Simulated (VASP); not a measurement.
Consider the following.

```
GeS2
1.0
    0.00000     3.05267     3.05267
    3.05267     0.00000     3.05267
    3.05267     3.05267     0.00000
Ge S
1 2
Direct
  0.00000   0.00000   0.00000
  0.25000   0.25000   0.25000
  0.75000   0.75000   0.75000
```

Computed with PBEsol GGA, VASP's PBE PAW potentials (set 64) (plane waves; VASP 6.6.1). Numerical set-up: 400 eV cut-off, 10×10×10 Γ-centred mesh, tetrahedra with Blöchl corrections, potentials Ge_d S.

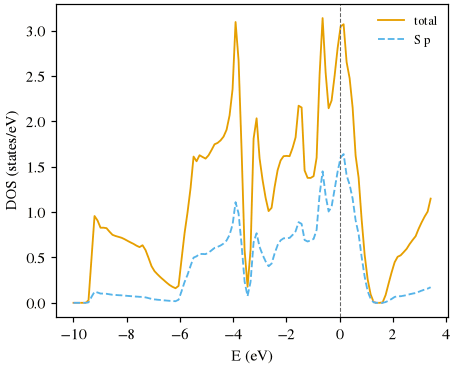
Figure. Total and projected density of states, zero at the Fermi level

Within 2 eV below the Fermi level the largest weight inside VASP's projection spheres is S p.

It has no gap at this level: it comes out as a metal or semimetal.

The structure was generated: GeS2 was put into the fluorite type (Fm-3m), which need not be its known phase. It was relaxed first, which changed the volume by +25 %.
